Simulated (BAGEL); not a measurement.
**A workflow on CH7NOSi (SMILES CO[SiH2]N)**

Wanted: the energy (HF/cc-pVDZ), then the energy (NEVPT2(2,2)/cc-pVDZ), then a single-point energy (CASPT2(2,2)/cc-pVDZ) of CH7NOSi. 

Program for the calculation: BAGEL 1.2.2.

1 further run of the same task is left out (set aside as unsound or not needed).

### 1 The system as given

CH7NOSi has 11 atoms, charge 0, and is taken as a singlet. As SMILES, `CO[SiH2]N`. One bond was lengthened or shortened from a relaxed shape.

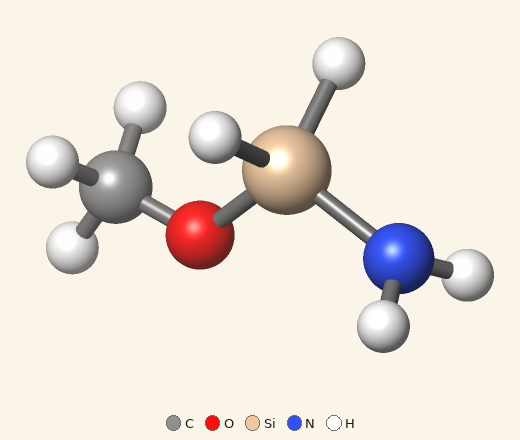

Viewed from a chosen angle; carbon grey, oxygen red, silicon light orange, nitrogen blue, hydrogen white.

### 2 The energy at HF/cc-pVDZ (density fitting with svp-jkfit) (run 1)

The input, calc.json:

```json
{ "bagel": [

{
  "title": "molecule",
  "basis": "cc-pvdz.json",
  "df_basis": "svp-jkfit",
  "angstrom": true,
  "geometry": [
    { "atom": "C", "xyz": [      -0.648593,       1.531378,       0.391080 ] },
    { "atom": "O", "xyz": [      -0.610600,       0.508700,      -0.227100 ] },
    { "atom": "Si", "xyz": [       0.533800,      -0.642700,       0.054300 ] },
    { "atom": "N", "xyz": [       0.344700,      -2.006900,      -0.943700 ] },
    { "atom": "H", "xyz": [       0.265107,       2.122378,       0.253180 ] },
    { "atom": "H", "xyz": [      -1.494793,       2.120678,       0.033280 ] },
    { "atom": "H", "xyz": [      -0.783993,       1.351278,       1.464680 ] },
    { "atom": "H", "xyz": [       0.421900,      -1.079900,       1.472300 ] },
    { "atom": "H", "xyz": [       1.874600,      -0.055000,      -0.212100 ] },
    { "atom": "H", "xyz": [      -0.403400,      -2.661100,      -0.783300 ] },
    { "atom": "H", "xyz": [       0.593600,      -1.968000,      -1.918400 ] }
  ]
},

{ "title": "hf", "charge": 0 },

{ "title": "print", "file": "orbitals.molden", "orbitals": true }

]}
```

The basis set cc-pVDZ is read from a file made from the Basis Set Exchange's data (not shown).

Command:

```console
$ BAGEL_NUM_THREADS=1 BAGEL calc.json > calc.out
```

The program printed:

```text
* using 1 threads per process

  ===============================================================
  ===============================================================

  *** Geometry ***

  { "atom" : "C", "xyz" : [     -1.225663,      2.893885,      0.739034 ] },
  { "atom" : "O", "xyz" : [     -1.153867,      0.961304,     -0.429157 ] },
  { "atom" : "Si", "xyz" : [      1.008736,     -1.214527,      0.102612 ] },
[... 7 lines of this table left out ...]
  { "atom" : "H", "xyz" : [      1.121741,     -3.718981,     -3.625251 ] },

  Number of auxiliary basis functions:      483

  Since a DF basis is specified, we compute 2- and 3-index integrals:
    o Being stored without compression. Storage requirement is 0.035 GB

  Number of basis functions:       95
  Number of electrons      :       42

    * METHOD: MOLECULE                             0.23

  *** RHF ***

  === Nuclear Repulsion ===
   186.9108356973

      * DIIS with orbital gradients will be used.

  === RHF iteration (cc-pvdz.json) ===
      0       -459.89431802          0.01751812           0.06
      1       -460.10782651          0.01107693           0.06
      2       -460.19583554          0.00136126           0.06
[... 9 lines of this table left out ...]
     12       -460.19767339          0.00000001           0.06
    * SCF iteration converged.

    * Permanent dipole moment:
           (    0.048629,     0.348685,     0.255089) a.u.

    * METHOD: HF                                   0.92

    * METHOD: PRINT                                0.02

  ===============================================================
```

Wall time 1.4 s (1 thread of Arm Neoverse V2, shared host); peak memory 0.13 GiB.

### 3 The energy at NEVPT2(2,2)/cc-pVDZ (density fitting with svp-jkfit) (run 2)

The input, input.json:

```json
{ "bagel": [

{
  "title": "molecule",
  "basis": "cc-pvdz.json",
  "df_basis": "svp-jkfit",
  "angstrom": true,
  "geometry": [
    { "atom": "C", "xyz": [      -0.648593,       1.531378,       0.391080 ] },
    { "atom": "O", "xyz": [      -0.610600,       0.508700,      -0.227100 ] },
    { "atom": "Si", "xyz": [       0.533800,      -0.642700,       0.054300 ] },
    { "atom": "N", "xyz": [       0.344700,      -2.006900,      -0.943700 ] },
    { "atom": "H", "xyz": [       0.265107,       2.122378,       0.253180 ] },
    { "atom": "H", "xyz": [      -1.494793,       2.120678,       0.033280 ] },
    { "atom": "H", "xyz": [      -0.783993,       1.351278,       1.464680 ] },
    { "atom": "H", "xyz": [       0.421900,      -1.079900,       1.472300 ] },
    { "atom": "H", "xyz": [       1.874600,      -0.055000,      -0.212100 ] },
    { "atom": "H", "xyz": [      -0.403400,      -2.661100,      -0.783300 ] },
    { "atom": "H", "xyz": [       0.593600,      -1.968000,      -1.918400 ] }
  ]
},

{
  "title": "hf"
},

{
  "title": "nevpt2",
  "nstate": 1,
  "nact": 2,
  "nclosed": 20,
  "active": [9, 31],
  "maxiter": 200,
  "natocc": true,
  "ncore": 8
},

{
  "title": "print",
  "file": "orbitals.molden",
  "orbitals": true
}

]}
```

The basis set cc-pVDZ is read from a file made from the Basis Set Exchange's data (not shown).

Command:

```console
$ BAGEL_NUM_THREADS=1 BAGEL input.json > input.out
```

The program printed:

```text
* using 1 threads per process

  ===============================================================
  ===============================================================

  *** Geometry ***

  { "atom" : "C", "xyz" : [     -1.225663,      2.893885,      0.739034 ] },
  { "atom" : "O", "xyz" : [     -1.153867,      0.961304,     -0.429157 ] },
  { "atom" : "Si", "xyz" : [      1.008736,     -1.214527,      0.102612 ] },
[... 7 lines of this table left out ...]
  { "atom" : "H", "xyz" : [      1.121741,     -3.718981,     -3.625251 ] },

[... 23 lines left out ...]
    * SCF iteration converged.
[... 1 line left out ...]
    * Permanent dipole moment:
[... 28 lines left out ...]
    * Second-order optimization converged. *
[... 9 lines left out ...]
     * ci vector, state   0, <S^2> = 0.0000
       2.     0.9978860438
       .2    -0.0649880261

  === DF-NEVPT2 calculation ===

    * 3-index integral transformation done
    * assembly done

      NEVPT2 correlation energy:   -0.5761999956      0.23

          (+0)     -0.4789737048
          (+0)'    -0.0406499027
          (+1)     -0.0069736728
          (+1)'    -0.0000000000
          (+2)     -0.0005080497
          (-1)     -0.0431884300
          (-1)'     0.0000000000
          (-2)     -0.0059062356

      NEVPT2 total energy:       -460.7873884232

    * METHOD: NEVPT2                               4.44

    * METHOD: PRINT                                0.02

  ===============================================================
```

It took 6 s on 1 thread of Arm Neoverse V2, shared host; peak memory 0.14 GiB.

### 4 The energy at CASPT2(2,2)/cc-pVDZ (density fitting with svp-jkfit) (run 3)

Changes to calc.json since step 2:

```diff
@@ -6,3 +6,3 @@
   "df_basis": "svp-jkfit",
-  "angstrom": true,
+  "angstrom": "true",
   "geometry": [
@@ -22,5 +22,32 @@
 
-{ "title": "hf", "charge": 0 },
+{
+  "title": "hf"
+},
 
-{ "title": "print", "file": "orbitals.molden", "orbitals": true }
+{
+  "title": "casscf",
+  "nstate": 1,
+  "nact": 2,
+  "nclosed": 20,
+  "active": [9, 31],
+  "maxiter": 200,
+  "natocc": "true"
+},
+
+{
+  "title": "print",
+  "file": "orbitals.molden",
+  "orbitals": "true"
+},
+
+{
+  "title": "smith",
+  "method": "caspt2",
+  "ms": "true",
+  "xms": "true",
+  "sssr": "true",
+  "shift": 0.2,
+  "shift_imag": "true",
+  "ncore": 8
+}
```

The basis set cc-pVDZ is read from a file made from the Basis Set Exchange's data (not shown).

Command:

```console
$ BAGEL_NUM_THREADS=1 BAGEL calc.json > calc.out
```

The program printed:

```text
* using 1 threads per process

  ===============================================================
  ===============================================================

  *** Geometry ***

  { "atom" : "C", "xyz" : [     -1.225663,      2.893885,      0.739034 ] },
  { "atom" : "O", "xyz" : [     -1.153867,      0.961304,     -0.429157 ] },
  { "atom" : "Si", "xyz" : [      1.008736,     -1.214527,      0.102612 ] },
[... 7 lines of this table left out ...]
  { "atom" : "H", "xyz" : [      1.121741,     -3.718981,     -3.625251 ] },

[... 25 lines left out ...]
    * Permanent dipole moment:
[... 37 lines left out ...]
     * ci vector, state   0, <S^2> = 0.0000
[... 21 lines left out ...]
       #      aibj      arbs      arbi      airj      risj      airs      arst      rist         Etot      error   time
[... 10 lines left out ...]
      ------------------------------------------------------------------------------------------------------------------

    * CASPT2 energy : state  0     -460.7923916923
        w/o shift correction       -460.7899561539
        reference weight              0.8506762202

    * METHOD: SMITH                                1.00

  ===============================================================
```

It took 6.9 s on 1 thread of Arm Neoverse V2, shared host; peak memory 0.28 GiB.

### 5 Summary of results

```
                                quantity          value
         run 1, HF/cc-pVDZ: total energy  -460.19767 Eh
        run 1, HF/cc-pVDZ: dipole moment         1.11 D
          run 1, HF/cc-pVDZ: HOMO energy      -11.15 eV
          run 1, HF/cc-pVDZ: LUMO energy        4.61 eV
        run 1, HF/cc-pVDZ: HOMO–LUMO gap       15.76 eV
run 2, NEVPT2(2,2)/cc-pVDZ: total energy  -460.78739 Eh
run 3, CASPT2(2,2)/cc-pVDZ: total energy  -460.79239 Eh
```
